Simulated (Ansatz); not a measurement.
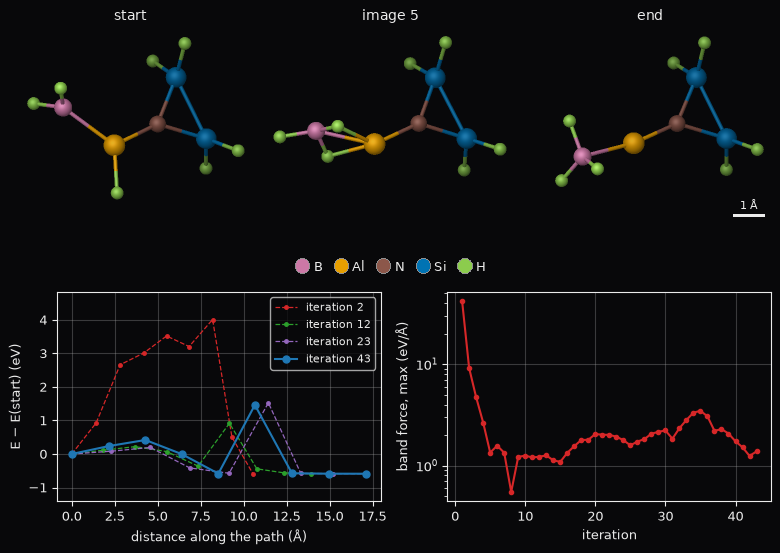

NEB run on AlBSi2NH7. Images are numbered from 0 (start) to 8 (end). The plot follows the band through its iterations. A ball-and-stick model, seen at a tilt.

Computed with Ansatz 0.2.0, RKS PBE0-D4/def2-SVP. Settings: 7 movable images; climbing image; force threshold 0.03 eV/Å; iteration limit 43; starting path through a guess of the saddle point.

Did the band converge, and can the barrier be trusted?

The result isn't final. The band hadn't converged when the run stopped after 43 iterations. The largest component of the band force went from 42 to 1.4 eV/Å. The barrier read from it is provisional: over the last two iterations the highest image moved from 1.84 eV to 1.46 eV. The first iteration put the highest image at 13.16 eV. Relative to the start the highest point is image 5 at +1.46 eV and the end lies at −0.59 eV, but the profile dips to −0.59 eV at image 4 on the way, so there may be more than one step; on an unconverged band the side maxima are provisional.
